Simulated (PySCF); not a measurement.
Potential energy curve for SMILES C=CF. The C2–F6 bond (C2 also carries C, H; F6 carries nothing else) is stretched with both fragments frozen at the PBE0/def2-TZVP optimised geometry.

- UHF/cc-pVDZ (PySCF)
- RKS-LDA (SVWN5) = restricted LDA (SVWN5)/cc-pVDZ in PySCF
- RHF/cc-pVDZ (PySCF)

Magnitude of the dipole moment (D; its direction can reverse along the curve, and a method can change to another solution) and Mulliken charge of the fragment that holds C2:

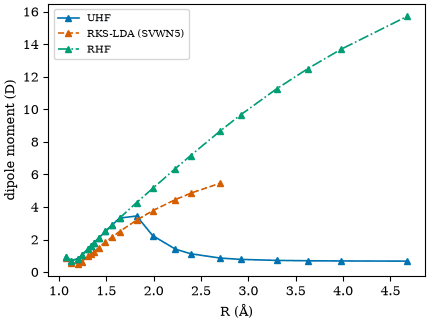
Figure: Dipole moment against bond length.

| R / Å | μ UHF | q UHF | μ RKS-LDA (SVWN5) | q RKS-LDA (SVWN5) | μ RHF | q RHF |
|---|---|---|---|---|---|---|
| 1.07 | 0.93 | -0.04 | 0.87 | -0.20 | 0.93 | -0.04 |
| 1.13 | 0.70 | 0.05 | 0.57 | -0.11 | 0.70 | 0.05 |
| 1.20 | 0.83 | 0.14 | 0.52 | -0.02 | 0.83 | 0.14 |
| 1.24 | 1.03 | 0.19 | 0.64 | 0.03 | 1.03 | 0.19 |
| 1.31 | 1.44 | 0.26 | 0.96 | 0.09 | 1.44 | 0.26 |
| 1.34 | 1.62 | 0.28 | 1.11 | 0.12 | 1.62 | 0.28 |
| 1.37 | 1.80 | 0.30 | 1.25 | 0.14 | 1.80 | 0.30 |
| 1.42 | 2.09 | 0.34 | 1.50 | 0.17 | 2.09 | 0.34 |
| 1.49 | 2.49 | 0.37 | 1.83 | 0.21 | 2.49 | 0.37 |
| 1.56 | 2.88 | 0.40 | 2.15 | 0.23 | 2.88 | 0.40 |
| 1.64 | 3.32 | 0.42 | 2.49 | 0.25 | 3.32 | 0.42 |
| 1.82 | 3.44 | 0.35 | 3.19 | 0.28 | 4.26 | 0.44 |
| 1.99 | 2.24 | 0.17 | 3.77 | 0.29 | 5.14 | 0.46 |
| 2.23 | 1.41 | 0.06 | 4.45 | 0.29 | 6.36 | 0.49 |
| 2.39 | 1.13 | 0.03 | 4.84 | 0.30 | 7.16 | 0.51 |
| 2.70 | 0.86 | 0.01 | 5.45 | 0.30 | 8.66 | 0.55 |
| 2.92 | 0.78 | 0.00 | — | — | 9.66 | 0.58 |
| 3.30 | 0.72 | 0.00 | — | — | 11.26 | 0.61 |
| 3.63 | 0.69 | 0.00 | — | — | 12.51 | 0.63 |
| 3.98 | 0.68 | 0.00 | — | — | 13.69 | 0.64 |
| 4.68 | 0.67 | 0.00 | — | — | 15.72 | 0.64 |

A dash means that the run gave no value there, or that the column was ended at a point which the program doubted or which failed a test of continuity chosen for this set; such a test can also cut sound points.

The unrestricted solution behind UHF changes between 1.82 and 1.99 Å, which can leave a kink. The unrestricted determinant behind UHF is spin-contaminated at 1.82 to 4.68 Å (<S²> up to 1.2, against 0.00 for a pure singlet). The restricted form behind RKS-LDA (SVWN5), RHF keeps the bonding electrons paired and can't separate into open-shell fragments.
